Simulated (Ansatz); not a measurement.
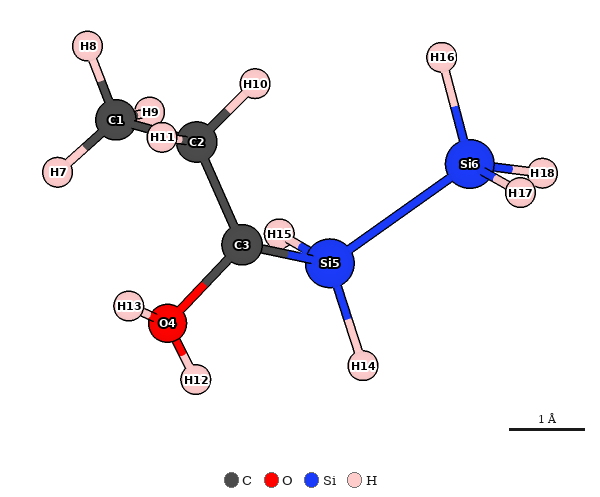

**Figure 1.** The input geometry (ball-and-stick view, seen at a tilt; atoms are numbered from 1 in the order of the input).

## Geometry relaxation, with input and output: C₃H₁₂OSi₂ (part 1 of 3)

C₃H₁₂OSi₂, computed with RKS CAM-B3LYP-D4/6-31G (Ansatz 0.2.0).

The run did not end well. It belongs to a series of runs on one base structure; here: end point B relaxed.

## Input
```yaml
crystal:
  periodic: [false, false, false]
  atoms:
    - { symbol: C, position_ang: [-1.6378, -1.5029, -0.2934] }
    - { symbol: C, position_ang: [-0.5728, -1.0656, 0.6551] }
    - { symbol: C, position_ang: [0.7304, -0.6913, -0.0428] }
    - { symbol: O, position_ang: [1.261, -1.8004, -0.8341] }
    - { symbol: Si, position_ang: [0.7975, 0.9722, -0.9643] }
    - { symbol: Si, position_ang: [0.5608, 2.6845, 0.6087] }
    - { symbol: H, position_ang: [-1.3657, -2.3013, -0.9308] }
    - { symbol: H, position_ang: [-2.5359, -1.7407, 0.2541] }
    - { symbol: H, position_ang: [-1.97, -0.6094, -0.9124] }
    - { symbol: H, position_ang: [-0.9159, -0.2475, 1.3247] }
    - { symbol: H, position_ang: [-0.3997, -1.9256, 1.3314] }
    - { symbol: H, position_ang: [1.82707, -1.36813, -1.52171] }
    - { symbol: H, position_ang: [1.1775, -2.5685, -0.2712] }
    - { symbol: H, position_ang: [2.0704, 1.1612, -1.6382] }
    - { symbol: H, position_ang: [-0.3028, 1.0332, -1.9502] }
    - { symbol: H, position_ang: [-0.73, 2.5601, 1.3425] }
    - { symbol: H, position_ang: [1.6612, 2.6163, 1.6202] }
    - { symbol: H, position_ang: [0.5936, 4.0251, -0.0224] }
basis:
  gaussian: { orbitals: "6-31G" }
hamiltonian:
  xc: cam_b3lyp
  dispersion: d4
relax:
  f_tol: 0.02
  max_steps: 50
```

Run on 2 threads of Intel Xeon (Sapphire Rapids), 16 GiB of memory available, shared host.

Command:
```bash
ansatz run input.yaml --threads 2 --pin off --max-ram 3072MiB --backend cpu --events-out ev --progress --plain --runs-dir out
```

## Output
```
The last accepted step is kept in [file] (removed where the run ends without a failure and the disk answers)
Engine: ansatz 0.2.0, x86_64-unknown-linux-gnu
Functional definition: CAM-B3LYP
  parameter alpha = 0.19
  parameter beta = 0.46
  parameter omega = 0.33/bohr
  parameter ac = 0.81
  exchange = (1 - alpha - beta)*b88_x + beta*b88_x_sr(omega) + alpha*exact_x + beta*exact_x_lr(omega)
  correlation = (1 - ac)*vwn5_c + ac*lyp_c
1210 factors; integrals over basis functions are off by at most 1.7e-4 eV
531 factors; integrals over basis functions are off by at most 3.8e-7 eV
mean field evaluation 1: about -21091.1453 eV, gradient 4.7e1 eV
mean field evaluation 2: about -21091.4572 eV, gradient 4.5e1 eV
mean field evaluation 4: about -21096.5104 eV, gradient 2.0e0 eV
mean field evaluation 8: about -21096.5085 eV, gradient 1.2e-1 eV
mean field evaluation 16: about -21096.5089 eV, gradient 1.0e-3 eV
mean field -21096.50894036 eV, -775.2824038307 hartree, gradient 2.8e-5 eV, S^2 0.000000; 0 other end points of the search recorded, 0 dependent functions left out
the calculation of the forces begins
reference -21096.50908605 eV, -775.2824091847 hartree; 33, 33 occupied and 53, 53 virtual orbitals, 1210 factors
relax step   1: F+E_penalty+E_count = -21096.88711490 eV  Δ(F+E_penalty+E_count) = +0.000e0 eV  max|allowed force component| = 4.795e0 eV/Å  Δτ_max = 0.0000 Å  (31 SCF iters, accepted)
these checks for a lower state are left out or cut short: starts, cluster_reference, orbital_swaps, neighbouring_geometries, increment
1210 factors; integrals over basis functions are off by at most 1.7e-4 eV
531 factors; integrals over basis functions are off by at most 3.8e-7 eV
mean field -21097.42042399 eV, -775.3159002364 hartree, gradient 9.9e-6 eV, S^2 0.000000; 0 other end points of the search recorded, 0 dependent functions left out
[... from here on the field's lines of each further geometry are left out, up to the last ...]
relax step   2: F+E_penalty+E_count = -21097.79739597 eV  Δ(F+E_penalty+E_count) = -9.103e-1 eV  max|allowed force component| = 1.752e0 eV/Å  Δτ_max = 0.1958 Å  (34 SCF iters, accepted)
relax step   3: F+E_penalty+E_count = -21098.22552128 eV  Δ(F+E_penalty+E_count) = -4.281e-1 eV  max|allowed force component| = 7.963e-1 eV/Å  Δτ_max = 0.1269 Å  (31 SCF iters, accepted)
relax step   4: F+E_penalty+E_count = -21098.37880576 eV  Δ(F+E_penalty+E_count) = -1.533e-1 eV  max|allowed force component| = 7.726e-1 eV/Å  Δτ_max = 0.1188 Å  (32 SCF iters, accepted)
relax step   5: F+E_penalty+E_count = -21098.42603764 eV  Δ(F+E_penalty+E_count) = -4.723e-2 eV  max|allowed force component| = 6.621e-1 eV/Å  Δτ_max = 0.1042 Å  (32 SCF iters, accepted)
relax step   6: F+E_penalty+E_count = -21098.44813454 eV  Δ(F+E_penalty+E_count) = -2.210e-2 eV  max|allowed force component| = 3.396e-1 eV/Å  Δτ_max = 0.0609 Å  (28 SCF iters, accepted)
relax step   7: F+E_penalty+E_count = -21098.45803051 eV  Δ(F+E_penalty+E_count) = -9.896e-3 eV  max|allowed force component| = 1.266e-1 eV/Å  Δτ_max = 0.0387 Å  (28 SCF iters, accepted)
relax step   8: F+E_penalty+E_count = -21098.46269478 eV  Δ(F+E_penalty+E_count) = -4.664e-3 eV  max|allowed force component| = 6.578e-2 eV/Å  Δτ_max = 0.0506 Å  (28 SCF iters, accepted)
relax step   9: F+E_penalty+E_count = -21098.46380488 eV  Δ(F+E_penalty+E_count) = -1.110e-3 eV  max|allowed force component| = 4.375e-2 eV/Å  Δτ_max = 0.0332 Å  (28 SCF iters, accepted)
relax step  10: F+E_penalty+E_count = -21098.46451960 eV  Δ(F+E_penalty+E_count) = -7.147e-4 eV  max|allowed force component| = 4.648e-2 eV/Å  Δτ_max = 0.0417 Å  (27 SCF iters, accepted)
relax step  11: F+E_penalty+E_count = -21098.46501783 eV  Δ(F+E_penalty+E_count) = -4.982e-4 eV  max|allowed force component| = 3.561e-2 eV/Å  Δτ_max = 0.0140 Å  (27 SCF iters, accepted)
relax step  12: F+E_penalty+E_count = -21098.46543349 eV  Δ(F+E_penalty+E_count) = -4.157e-4 eV  max|allowed force component| = 2.129e-2 eV/Å  Δτ_max = 0.0300 Å  (29 SCF iters, accepted)
relax step  13: F+E_penalty+E_count = -21098.46568665 eV  Δ(F+E_penalty+E_count) = -2.532e-4 eV  max|allowed force component| = 3.135e-2 eV/Å  Δτ_max = 0.0334 Å  (28 SCF iters, accepted)
relax step  14: F+E_penalty+E_count = -21098.46590156 eV  Δ(F+E_penalty+E_count) = -2.149e-4 eV  max|allowed force component| = 5.334e-2 eV/Å  Δτ_max = 0.0306 Å  (28 SCF iters, accepted)
relax step  15: F+E_penalty+E_count = -21098.46612910 eV  Δ(F+E_penalty+E_count) = -2.275e-4 eV  max|allowed force component| = 6.172e-2 eV/Å  Δτ_max = 0.0170 Å  (28 SCF iters, accepted)
relax step  16: F+E_penalty+E_count = -21098.46644297 eV  Δ(F+E_penalty+E_count) = -3.139e-4 eV  max|allowed force component| = 5.771e-2 eV/Å  Δτ_max = 0.0236 Å  (27 SCF iters, accepted)
relax step  17: F+E_penalty+E_count = -21098.46667620 eV  Δ(F+E_penalty+E_count) = -2.332e-4 eV  max|allowed force component| = 6.876e-2 eV/Å  Δτ_max = 0.0326 Å  (26 SCF iters, accepted)
relax step  18: F+E_penalty+E_count = -21098.46680351 eV  Δ(F+E_penalty+E_count) = -1.273e-4 eV  max|allowed force component| = 1.208e-1 eV/Å  Δτ_max = 0.0377 Å  (28 SCF iters, accepted)
relax step  19: F+E_penalty+E_count = -21098.46712194 eV  Δ(F+E_penalty+E_count) = -3.184e-4 eV  max|allowed force component| = 1.057e-1 eV/Å  Δτ_max = 0.0162 Å  (27 SCF iters, accepted)
relax step  20: F+E_penalty+E_count = -21098.46778504 eV  Δ(F+E_penalty+E_count) = -6.631e-4 eV  max|allowed force component| = 3.946e-2 eV/Å  Δτ_max = 0.0741 Å  (28 SCF iters, accepted)
relax step  21: F+E_penalty+E_count = -21098.46809571 eV  Δ(F+E_penalty+E_count) = -3.107e-4 eV  max|allowed force component| = 2.090e-1 eV/Å  Δτ_max = 0.0939 Å  (27 SCF iters, accepted)
relax step  22: F+E_penalty+E_count = -21098.46914637 eV  Δ(F+E_penalty+E_count) = -1.051e-3 eV  max|allowed force component| = 5.884e-2 eV/Å  Δτ_max = 0.0113 Å  (26 SCF iters, accepted)
relax step  23: F+E_penalty+E_count = -21098.46908940 eV  Δ(F+E_penalty+E_count) = +5.697e-5 eV  max|allowed force component| = 1.664e-1 eV/Å  Δτ_max = 0.0956 Å  (27 SCF iters, rejected (line search))
relax step  24: F+E_penalty+E_count = -21098.46993912 eV  Δ(F+E_penalty+E_count) = -7.928e-4 eV  max|allowed force component| = 1.269e-2 eV/Å  Δτ_max = 0.0460 Å  (28 SCF iters, accepted)
relax step  25: F+E_penalty+E_count = -21098.46997976 eV  Δ(F+E_penalty+E_count) = -4.064e-5 eV  max|allowed force component| = 2.621e-1 eV/Å  Δτ_max = 0.0975 Å  (27 SCF iters, accepted)
relax step  26: F+E_penalty+E_count = -21098.46742161 eV  Δ(F+E_penalty+E_count) = +2.558e-3 eV  max|allowed force component| = 3.804e-1 eV/Å  Δτ_max = 0.1130 Å  (27 SCF iters, rejected (line search))
relax step  27: F+E_penalty+E_count = -21098.47218599 eV  Δ(F+E_penalty+E_count) = -2.206e-3 eV  max|allowed force component| = 3.686e-2 eV/Å  Δτ_max = 0.0565 Å  (29 SCF iters, accepted)
relax step  28: F+E_penalty+E_count = -21098.47312655 eV  Δ(F+E_penalty+E_count) = -9.406e-4 eV  max|allowed force component| = 7.792e-2 eV/Å  Δτ_max = 0.0534 Å  (28 SCF iters, accepted)
relax step  29: F+E_penalty+E_count = -21098.47145525 eV  Δ(F+E_penalty+E_count) = +1.671e-3 eV  max|allowed force component| = 4.283e-1 eV/Å  Δτ_max = 0.1098 Å  (31 SCF iters, rejected (line search))
relax step  30: F+E_penalty+E_count = -21098.46627467 eV  Δ(F+E_penalty+E_count) = +6.852e-3 eV  max|allowed force component| = 1.894e-1 eV/Å  Δτ_max = 0.0548 Å  (28 SCF iters, rejected (line search))
relax step  31: F+E_penalty+E_count = -21098.47418023 eV  Δ(F+E_penalty+E_count) = -1.054e-3 eV  max|allowed force component| = 2.073e-2 eV/Å  Δτ_max = 0.0266 Å  (28 SCF iters, accepted)
relax step  32: F+E_penalty+E_count = -21098.47542541 eV  Δ(F+E_penalty+E_count) = -1.245e-3 eV  max|allowed force component| = 6.845e-2 eV/Å  Δτ_max = 0.0562 Å  (28 SCF iters, accepted)
relax step  33: F+E_penalty+E_count = -21098.47568436 eV  Δ(F+E_penalty+E_count) = -2.589e-4 eV  max|allowed force component| = 2.653e-1 eV/Å  Δτ_max = 0.0820 Å  (27 SCF iters, accepted)
relax step  34: F+E_penalty+E_count = -21098.47726529 eV  Δ(F+E_penalty+E_count) = -1.581e-3 eV  max|allowed force component| = 8.643e-2 eV/Å  Δτ_max = 0.0122 Å  (27 SCF iters, accepted)
relax step  35: F+E_penalty+E_count = -21098.46939427 eV  Δ(F+E_penalty+E_count) = +7.871e-3 eV  max|allowed force component| = 4.965e-1 eV/Å  Δτ_max = 0.1080 Å  (31 SCF iters, rejected (line search))
relax step  36: F+E_penalty+E_count = -21098.47851128 eV  Δ(F+E_penalty+E_count) = -1.246e-3 eV  max|allowed force component| = 4.110e-2 eV/Å  Δτ_max = 0.0527 Å  (29 SCF iters, accepted)
relax step  37: F+E_penalty+E_count = -21098.47824921 eV  Δ(F+E_penalty+E_count) = +2.621e-4 eV  max|allowed force component| = 2.059e-1 eV/Å  Δτ_max = 0.0942 Å  (28 SCF iters, rejected (line search))
relax step  38: F+E_penalty+E_count = -21098.47953902 eV  Δ(F+E_penalty+E_count) = -1.028e-3 eV  max|allowed force component| = 3.062e-2 eV/Å  Δτ_max = 0.0471 Å  (27 SCF iters, accepted)
relax step  39: F+E_penalty+E_count = -21098.48044541 eV  Δ(F+E_penalty+E_count) = -9.064e-4 eV  max|allowed force component| = 6.811e-2 eV/Å  Δτ_max = 0.0463 Å  (27 SCF iters, accepted)
relax step  40: F+E_penalty+E_count = -21098.48178095 eV  Δ(F+E_penalty+E_count) = -1.336e-3 eV  max|allowed force component| = 3.833e-2 eV/Å  Δτ_max = 0.0694 Å  (27 SCF iters, accepted)
relax step  41: F+E_penalty+E_count = -21098.48042364 eV  Δ(F+E_penalty+E_count) = +1.357e-3 eV  max|allowed force component| = 3.720e-1 eV/Å  Δτ_max = 0.1041 Å  (27 SCF iters, rejected (line search))
relax step  42: F+E_penalty+E_count = -21098.48322502 eV  Δ(F+E_penalty+E_count) = -1.444e-3 eV  max|allowed force component| = 9.526e-2 eV/Å  Δτ_max = 0.0520 Å  (28 SCF iters, accepted)
relax step  43: F+E_penalty+E_count = -21098.48431586 eV  Δ(F+E_penalty+E_count) = -1.091e-3 eV  max|allowed force component| = 1.524e-1 eV/Å  Δτ_max = 0.0521 Å  (30 SCF iters, accepted)
relax step  44: F+E_penalty+E_count = -21098.48438130 eV  Δ(F+E_penalty+E_count) = -6.544e-5 eV  max|allowed force component| = 3.332e-1 eV/Å  Δτ_max = 0.0722 Å  (26 SCF iters, accepted)
relax step  45: F+E_penalty+E_count = -21098.48554111 eV  Δ(F+E_penalty+E_count) = -1.160e-3 eV  max|allowed force component| = 2.219e-1 eV/Å  Δτ_max = 0.0268 Å  (28 SCF iters, accepted)
relax step  46: F+E_penalty+E_count = -21098.48952658 eV  Δ(F+E_penalty+E_count) = -3.985e-3 eV  max|allowed force component| = 1.422e-1 eV/Å  Δτ_max = 0.1003 Å  (27 SCF iters, accepted)
relax step  47: F+E_penalty+E_count = -21098.47808368 eV  Δ(F+E_penalty+E_count) = +1.144e-2 eV  max|allowed force component| = 3.824e-1 eV/Å  Δτ_max = 0.1107 Å  (30 SCF iters, rejected (line search))
relax step  48: F+E_penalty+E_count = -21098.49176426 eV  Δ(F+E_penalty+E_count) = -2.238e-3 eV  max|allowed force component| = 7.850e-2 eV/Å  Δτ_max = 0.0550 Å  (30 SCF iters, accepted)
the calculation of the forces begins
reference -21098.11660241 eV, -775.3414843215 hartree; 33, 33 occupied and 53, 53 virtual orbitals, 1210 factors
relax step  49: F+E_penalty+E_count = -21098.49217108 eV  Δ(F+E_penalty+E_count) = -4.068e-4 eV  max|allowed force component| = 2.369e-1 eV/Å  Δτ_max = 0.0968 Å  (30 SCF iters, accepted)
these checks for a lower state are left out or cut short: starts, cluster_reference, orbital_swaps, neighbouring_geometries, increment
1210 factors; integrals over basis functions are off by at most 1.7e-4 eV
531 factors; integrals over basis functions are off by at most 3.9e-7 eV
mean field evaluation 288: about -21098.1182 eV, gradient 8.8e-4 eV
mean field -21098.11817965 eV, -775.3415422840 hartree, gradient 8.7e-6 eV, S^2 0.000000; 0 other end points of the search recorded, 0 dependent functions left out
the calculation of the forces begins
reference -21098.11832575 eV, -775.3415476529 hartree; 33, 33 occupied and 53, 53 virtual orbitals, 1210 factors
relax step  50: F+E_penalty+E_count = -21098.49375132 eV  Δ(F+E_penalty+E_count) = -1.580e-3 eV  max|allowed force component| = 6.870e-2 eV/Å  Δτ_max = 0.0107 Å  (27 SCF iters, accepted)
```

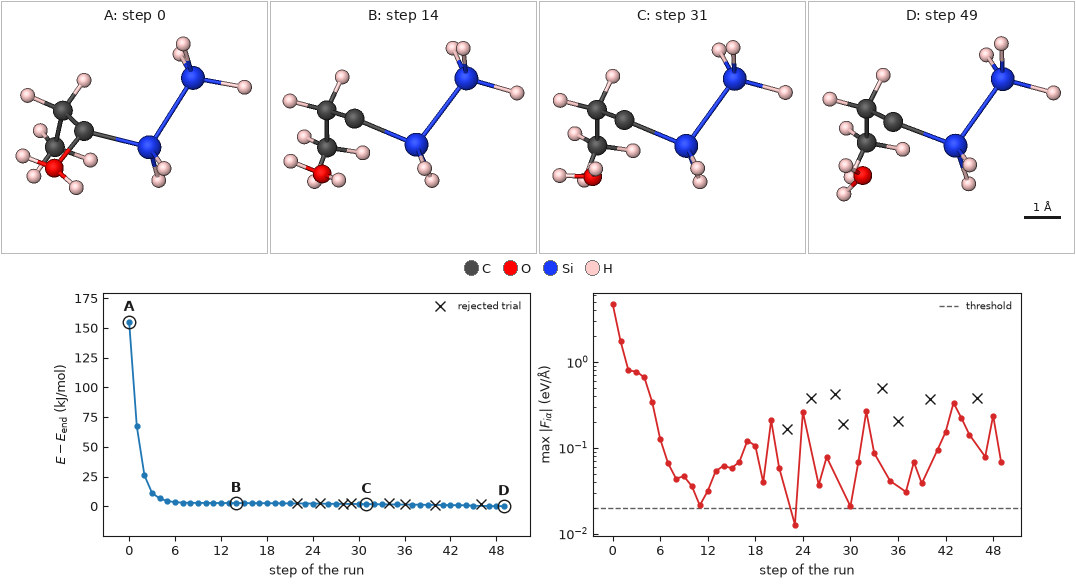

**Figure 2.** Frames of the relaxation (ball-and-stick view, seen at a tilt) above the curves, on which the letters mark them (the first geometry is step 0 here and step 1 in the log).

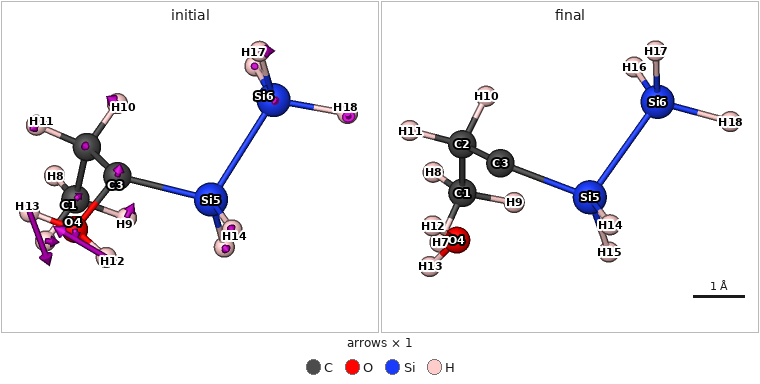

**Figure 3.** Before (left) and after (right) the relaxation, at one scale (ball-and-stick view, seen at a tilt). The pink arrows give the displacements, at true length. The relaxation stopped without meeting its thresholds, so the last structure isn't shown to be converged. After 49 geometry steps the energy has fallen by 155.0 kJ/mol. The largest force component goes from 4.8 to 0.069 eV/Å. The line search rejected the trial steps at points 22, 25, 28, 29, 34, 36, 40, 46 (counted from 0) and went back. H12 moves most after the best rigid fit: 1.27 Å. By element the largest moves are H 1.27 Å, C 0.28 Å, O 0.22 Å, Si 0.17 Å. Distances before and after: C3–O4 1.462 → 1.820 Å, C1–C2 1.492 → 1.539 Å, Si5–H14 1.453 → 1.500 Å, C1–H9 1.137 → 1.094 Å. Among the angles that change: H12–O4–H13 144.1° → 114.5°, C3–Si5–H15 109.4° → 120.9°, C3–C2–H10 111.0° → 103.1°. (Atoms are counted from 1 in the order of the input.)
